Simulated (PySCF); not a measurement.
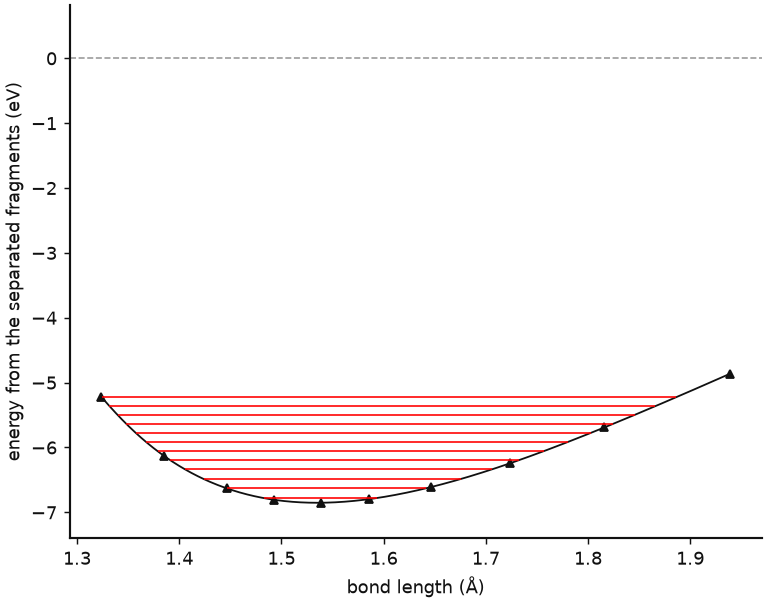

Bond curve of CCl⁺, singlet. PBE0/def2-TZVP with PySCF 2.14.0, UKS. One reference determinant with the occupation held, the lowest that a PBE0 search over spins and occupations found; no spin-orbit coupling. Zero is the separated fragments in their ground configurations, without counterpoise. The fragments are C⁺ + Cl. With PBE0 the solution stays closed-shell at all points drawn; such a solution can't reach the open-shell fragments at long range. 2 further points of the run are not drawn. Horizontal lines: vibrational levels from ωe and ωexe, starting at v = 0.

**What constants does a Dunham fit to the curve give (main isotopes)?**

re = 1.535 Å, ωe = 1207 cm⁻¹, ωexe = 5.9 cm⁻¹, De = 6.85 eV, Be = 0.801 cm⁻¹.

**How much does zero-point motion take off the well depth?**

0.075 eV (602 cm⁻¹): De = 6.85 eV, D0 = 6.78 eV.
